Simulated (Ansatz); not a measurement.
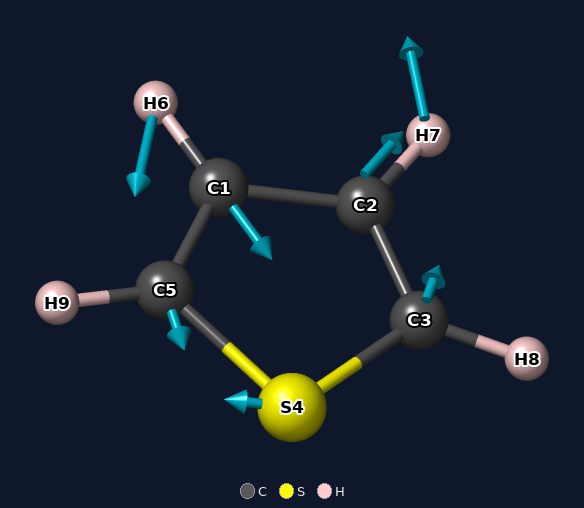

The arrows show one normal mode. Harmonic vibrations computed with RKS PBE0-D4/def2-TZVP (Ansatz 0.2.0) at a stationary point of the same level.

### Estimate its harmonic wavenumber.

776 cm⁻¹; it is mode 6 of 21 counted from the lowest.
